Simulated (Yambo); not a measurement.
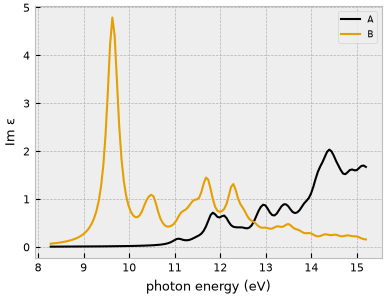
Figure. Two computed absorption spectra of Rb₂NaAlF₆ (space group Fm-3m, No. 225) (Yambo, PBEsol bands with the same scissor, field along x)

Task: Which curve includes the electron-hole attraction (BSE), and where are its main peaks?

Result: Curve B: the attraction moves weight to lower energy (centre of the plotted range 11.1 eV against 13.7 eV). Its peaks lie at 9.6 eV, 10.5 eV, 11.7 eV, 12.3 eV. Settings: 4×4×4 mesh, 18 valence and 6 conduction bands, static screening with 92 bands and a 3 Ry block, scissor 4.02 eV, Tamm-Dancoff. The scissor comes from a G0W0 run whose convergence isn't established. Broadening 0.15 eV. The band window holds all transitions up to 15.4 eV. Fine structure above the onset can come from the mesh.

Geometry of the Materials Project entry, not relaxed at this level; primitive cell a = b = c = 5.975 Å, α = β = γ = 60.00°.

The structure is a Materials Project entry; no match was found in the copy of COD used, and its stability was not checked.
